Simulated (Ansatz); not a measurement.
# CH4FSSi radical: small, medium and large basis sets

How large a basis does CH4FSSi radical need? Two functionals are run in growing sets.

Method: one geometry, several basis sets; program: Ansatz 0.2.0, Gaussian basis.

Levels to be run: PBE0-D4/def2-SVP; ωB97M-V/def2-SVP; PBE0-D4/def2-QZVPP; ωB97M-V/def2-QZVPP; the functionals' def2-TZVPP values are taken from earlier runs.

### 1 The geometry

An earlier PBE0-D4 in a triple-zeta def2 set relaxation fixed the geometry.

SMILES `C[SiH](F)[S]`, 8 atoms, charge 0, spin multiplicity 2.

Atoms are counted from 1 here; the program's logs count them from 0.

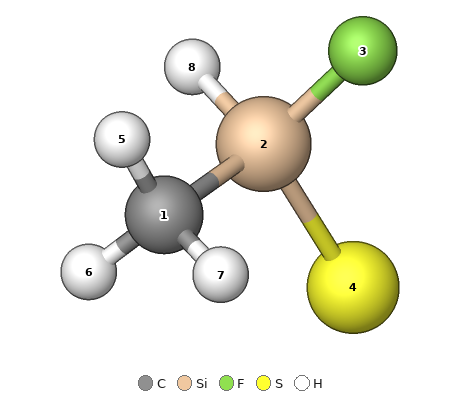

The structure; carbon grey, silicon light orange, fluorine green, sulfur yellow, hydrogen white; atoms are numbered from 1 in the order of the file.

### 2 PBE0-D4 in def2-SVP

Contents of in.yaml:

```yaml
crystal:
  periodic: [false, false, false]
  atoms:
    - {symbol: C, position_ang: [-0.292596, 0.953989, 0.119725]}
    - {symbol: Si, position_ang: [0.367940, -0.765554, -0.104277]}
    - {symbol: F, position_ang: [1.031314, -1.222946, 1.278383]}
    - {symbol: S, position_ang: [-1.176588, -2.062843, -0.719692]}
    - {symbol: H, position_ang: [0.506102, 1.604257, 0.485536]}
    - {symbol: H, position_ang: [-0.666220, 1.348939, -0.826484]}
    - {symbol: H, position_ang: [-1.105631, 0.965766, 0.848495]}
    - {symbol: H, position_ang: [1.427878, -0.878708, -1.137486]}
basis:
  gaussian: {orbitals: def2-SVP}
magnetization: {spin_polarized: true, initial_magnetization: 1}
hamiltonian: {xc: pbe0, dispersion: d4}
output: {orbitals: {seedname: orbitals}}
```

Started as:

```sh
> ansatz run in.yaml --threads 4 --pin off --events-out ev --progress --plain --max-ram 10444MiB
```

The program printed:

```text
Functional definition: PBE0
  name "PBE0"
  cite "Adamo & Barone, J. Chem. Phys. 110, 6158 (1999) doi:10.1063/1.478522"
  cite "Perdew, Burke & Ernzerhof, Phys. Rev. Lett. 77, 3865 (1996) doi:10.1103/PhysRevLett.77.3865"
  parent pbe
  parameter a = 0.25
  parameter kappa = 0.804
  parameter beta = 0.06672455060314922
  exchange = (1 - a)*pbe_x(kappa = kappa, mu = beta*pi^2/3) + a*exact_x
  correlation = pbe_c(beta = beta)
804 factors; integrals over basis functions are off by at most 1.2e-3 eV
mean field evaluation 1: about -22509.0693 eV, gradient 3.3e1 eV
mean field evaluation 2: about -22506.3035 eV, gradient 4.1e1 eV
mean field evaluation 4: about -22513.7044 eV, gradient 1.5e0 eV
mean field evaluation 8: about -22513.7846 eV, gradient 1.6e-1 eV
mean field evaluation 16: about -22513.7881 eV, gradient 2.3e-2 eV
mean field evaluation 32: about -22513.7882 eV, gradient 4.3e-5 eV
mean field -22513.78821560 eV, -827.3664565297 hartree, gradient 1.1e-5 eV, S^2 0.753382; 2 other end points of the search recorded, 0 dependent functions left out
reference -22513.78823812 eV, -827.3664573572 hartree; 25, 24 occupied and 59, 60 virtual orbitals, 804 factors
Total energy: -22513.93019196 eV, -827.3716740644 hartree
```

It took 2.7 s on 4 threads of Arm Neoverse V1, shared host.

### 3 ωB97M-V in def2-SVP

in.yaml: that of step 2 with these lines changed.

```diff
@@ -14,3 +14,3 @@
 magnetization: {spin_polarized: true, initial_magnetization: 1}
-hamiltonian: {xc: pbe0, dispersion: d4}
+hamiltonian: {xc: {name: wB97M-V}}
 output: {orbitals: {seedname: orbitals}}
```

Launched as before.

The program printed (excerpt; [...] marks lines left out):

```text
Functional definition: wB97M-V
  name "wB97M-V"
  cite "Mardirossian & Head-Gordon, J. Chem. Phys. 144, 214110 (2016) doi:10.1063/1.4952647"
  cite "Becke, J. Chem. Phys. 107, 8554 (1997) doi:10.1063/1.475007"
  cite "Vydrov & Van Voorhis, J. Chem. Phys. 133, 244103 (2010) doi:10.1063/1.3521275"
  # Of w^i u^j: cxij and so on, Table III.
[...]
  gx(w, u) = 1 - cx + cx01*u + cx10*w
  gss(w, u) = css00 + css04*u^4 + css10*w + css20*w^2 + css43*w^4*u^3
  gos(w, u) = cos00 + cos10*w + (cos20 + cos21*u)*w^2 + (cos60 + cos61*u)*w^6
[...]
      + integral(e_c_pw_mod_opposite_spin*gos(b97_w_opposite, b97_u_opposite)) + vv10(b, c)
804 factors; integrals over basis functions are off by at most 1.2e-3 eV
255 factors; integrals over basis functions are off by at most 7.4e-6 eV
[...]
mean field -22522.23332198 eV, -827.6768084648 hartree, gradient 3.4e-6 eV, S^2 0.751839; 2 other end points of the search recorded, 0 dependent functions left out
reference -22522.23335734 eV, -827.6768097642 hartree; 25, 24 occupied and 59, 60 virtual orbitals, 804 factors
Total energy: -22522.23335734 eV, -827.6768097642 hartree
```

Run time: 13 s. Hardware: 4 threads of Arm Neoverse V1, shared host; peak memory 0.39 GiB.

### 4 PBE0-D4 in def2-QZVPP

in.yaml: that of step 3 with these lines changed.

```diff
@@ -12,5 +12,5 @@
 basis:
-  gaussian: {orbitals: def2-SVP}
+  gaussian: {orbitals: "def2-QZVPP.json"}
 magnetization: {spin_polarized: true, initial_magnetization: 1}
-hamiltonian: {xc: {name: wB97M-V}}
+hamiltonian: {xc: pbe0, dispersion: d4}
 output: {orbitals: {seedname: orbitals}}
```

Launched as before.

The program printed:

```text
Functional definition: PBE0
  name "PBE0"
  cite "Adamo & Barone, J. Chem. Phys. 110, 6158 (1999) doi:10.1063/1.478522"
  cite "Perdew, Burke & Ernzerhof, Phys. Rev. Lett. 77, 3865 (1996) doi:10.1103/PhysRevLett.77.3865"
  parent pbe
  parameter a = 0.25
  parameter kappa = 0.804
  parameter beta = 0.06672455060314922
  exchange = (1 - a)*pbe_x(kappa = kappa, mu = beta*pi^2/3) + a*exact_x
  correlation = pbe_c(beta = beta)
1363 factors; their error is unknown
mean field evaluation 1: about -22519.2898 eV, gradient 4.1e1 eV
mean field evaluation 2: about -22511.6760 eV, gradient 5.4e1 eV
mean field evaluation 4: about -22525.9079 eV, gradient 2.7e0 eV
mean field evaluation 8: about -22525.9459 eV, gradient 1.8e-1 eV
mean field evaluation 16: about -22525.9703 eV, gradient 7.1e-2 eV
mean field evaluation 32: about -22525.8894 eV, gradient 2.7e-1 eV
mean field -22525.97044131 eV, -827.8141450670 hartree, gradient 1.1e-5 eV, S^2 0.755437; 2 other end points of the search recorded, 0 dependent functions left out
reference -22525.97047555 eV, -827.8141463254 hartree; 25, 24 occupied and 349, 350 virtual orbitals, 1363 factors
Total energy: -22526.11242939 eV, -827.8193630326 hartree
```

It took 27 s on 4 threads of Arm Neoverse V1, shared host; peak memory 2 GiB.

### 5 ωB97M-V in def2-QZVPP

in.yaml: that of step 4 with these lines changed.

```diff
@@ -14,3 +14,3 @@
 magnetization: {spin_polarized: true, initial_magnetization: 1}
-hamiltonian: {xc: pbe0, dispersion: d4}
+hamiltonian: {xc: {name: wB97M-V}}
 output: {orbitals: {seedname: orbitals}}
```

Launched as before.

The program printed (excerpt; [...] marks lines left out):

```text
Functional definition: wB97M-V
  name "wB97M-V"
  cite "Mardirossian & Head-Gordon, J. Chem. Phys. 144, 214110 (2016) doi:10.1063/1.4952647"
  cite "Becke, J. Chem. Phys. 107, 8554 (1997) doi:10.1063/1.475007"
  cite "Vydrov & Van Voorhis, J. Chem. Phys. 133, 244103 (2010) doi:10.1063/1.3521275"
  # Of w^i u^j: cxij and so on, Table III.
[...]
  gx(w, u) = 1 - cx + cx01*u + cx10*w
  gss(w, u) = css00 + css04*u^4 + css10*w + css20*w^2 + css43*w^4*u^3
  gos(w, u) = cos00 + cos10*w + (cos20 + cos21*u)*w^2 + (cos60 + cos61*u)*w^6
[...]
      + integral(e_c_pw_mod_opposite_spin*gos(b97_w_opposite, b97_u_opposite)) + vv10(b, c)
1315 factors; their error is unknown
287 factors; integrals over basis functions are off by at most 2.3e-5 eV
[...]
mean field -22534.48736345 eV, -828.1271361827 hartree, gradient 6.5e-6 eV, S^2 0.752769; 2 other end points of the search recorded, 0 dependent functions left out
reference -22534.48741798 eV, -828.1271381867 hartree; 25, 24 occupied and 349, 350 virtual orbitals, 1315 factors
Total energy: -22534.48741798 eV, -828.1271381867 hartree
```

Run time: 70 s. Hardware: 4 threads of Arm Neoverse V1, shared host; peak memory 2.4 GiB.

### 6 Functionals by basis

The def2-TZVPP values come from earlier runs at the same geometry.

| functional | basis | functions | energy (eV) | from the largest (eV) | HOMO (eV) | LUMO (eV) |
| --- | --- | --- | --- | --- | --- | --- |
| PBE0-D4 | def2-SVP | 84 | -22513.9302 | 12.182 | -7.52 | -4.62 |
| PBE0-D4 | def2-TZVPP | 202 | -22525.2926 | 0.820 | -7.67 | -4.70 |
| PBE0-D4 | def2-QZVPP | 374 | -22526.1124 | 0.000 | -7.70 | -4.73 |
| ωB97M-V | def2-SVP | 84 | -22522.2334 | 12.254 | -9.72 | -2.53 |
| ωB97M-V | def2-TZVPP | 202 | -22533.7160 | 0.771 | -9.89 | -2.72 |
| ωB97M-V | def2-QZVPP | 374 | -22534.4874 | 0.000 | -9.93 | -2.77 |

### 7 Results

| quantity | value |
| --- | --- |
| PBE0-D4: double and triple zeta above quadruple | 12.18, 0.82 eV |
| ωB97M-V: double and triple zeta above quadruple | 12.25, 0.77 eV |

**Reading.** For PBE0-D4 the step from double to triple zeta gains 11.36 eV and the next only 0.82 eV. These are total energies; as a rule much of such shifts cancels in differences, which this series doesn't test.

For PBE0-D4 the largest set took about 10 times as long as the smallest (27 s against 2.7 s).
